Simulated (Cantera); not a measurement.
Charge: 1 mol MgO, 2.9 mol CH₄, 0.17 mol CO, equilibrated at 17.0 Pa.

Method: chemical equilibrium by Gibbs-energy minimisation in Cantera with the NASA 1993 tables (ideal gas, pure condensed phases). Candidate condensed phases: C, C₆H₆, C₇H₈, C₈H₁₈, H₂O, Mg, MgCO₃, MgO, Mg(OH)₂; 116 gas species. The tables' values for MgH are old estimates; treat these amounts as uncertain. Rates play no part.

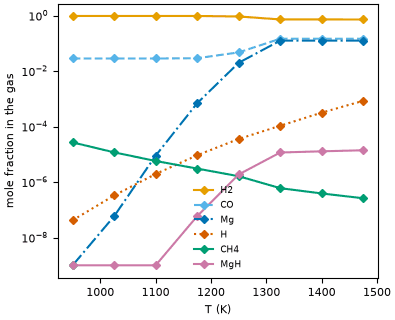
Fig. 1. Equilibrium gas composition (values under 1e-9 drawn at 1e-9)

**Question.** Read off the mole fractions at 1475 K.

**Answer.** H₂ about 0.73, CO about 0.15, Mg about 0.13, H about 0.00085, MgH about 1.4e-5, CH₄ about 2.6e-7.
